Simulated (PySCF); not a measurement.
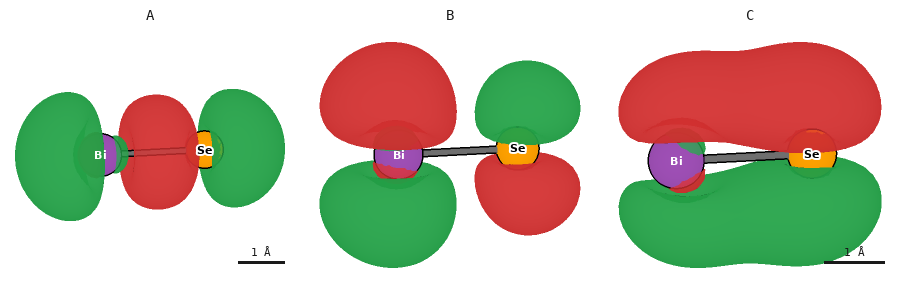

BiSe (charge +1). Three frontier orbitals, each drawn at the value that holds 80 % of its norm (green and red are the two phases), in no order; of a degenerate pair one member is drawn.

Core potentials replace the inner electrons of Bi.

Computed with PySCF, PBE0/cc-pVDZ(-PP), non-relativistic Hamiltonian with scalar-relativistic core potentials where named, at a bond length of 2.357 Å.

### Name the orbitals and rank them from lowest to highest energy.

Orbital A: σ, occupied, −14.50 eV; shared between the atoms (Bi 45 %, Se 55 %).
Orbital C: π, occupied, −13.66 eV; bonding, with no node between the atoms.
Orbital B: π, empty, −9.38 eV; antibonding, with a node between the atoms.
